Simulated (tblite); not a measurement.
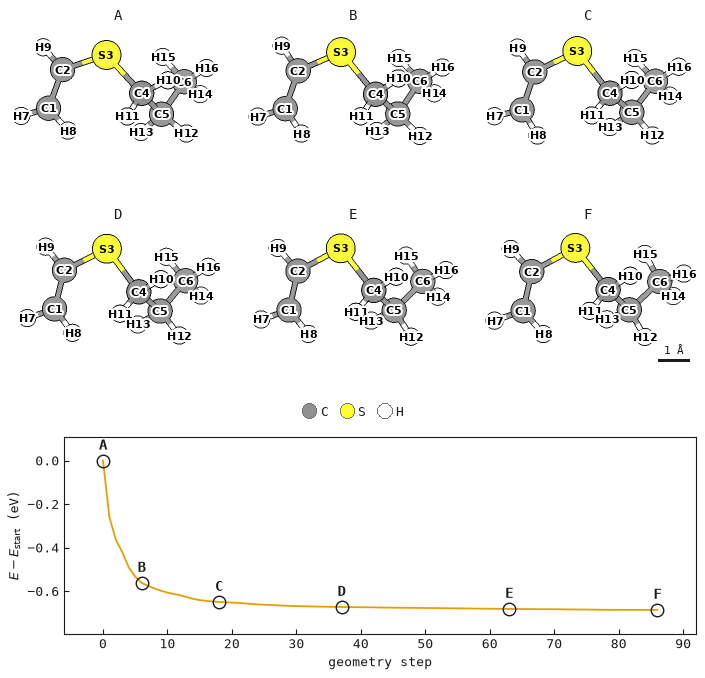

Frames of a relaxation of C₅H₁₀S, marked on the history of the run. A ball-and-stick model, seen from a free direction.

These are results of GFN2-xTB geometry optimisation, gas phase (tblite 0.8.0), not measurements. 

Describe the path.

Answer. The atom that moves furthest after the best rigid fit is H13 (0.45 Å). Largest moves by element: H 0.45 Å, S 0.24 Å, C 0.22 Å. Among the contacts that change: S3–C4 1.779 → 1.825 Å, C5–H12 1.136 → 1.094 Å, C1–C2 1.360 → 1.323 Å, C4–H10 1.127 → 1.090 Å. Bond angles that change, for instance: C2–S3–C4 118.1° → 104.4°, S3–C2–H9 121.1° → 109.3°, C2–C1–H8 113.8° → 123.6°. The energy falls by 0.686 eV in 86 geometry steps. From step 0 to 6: H10 moves most (0.16 Å), energy −0.562 eV. From step 6 to 18: H11 moves most (0.17 Å), energy −0.088 eV. From step 18 to 37: H8 moves most (0.18 Å), energy −0.023 eV. From step 37 to 63: H15 moves most (0.16 Å), energy −0.009 eV. From step 63 to 86: H15 moves most (0.17 Å), energy −0.005 eV.
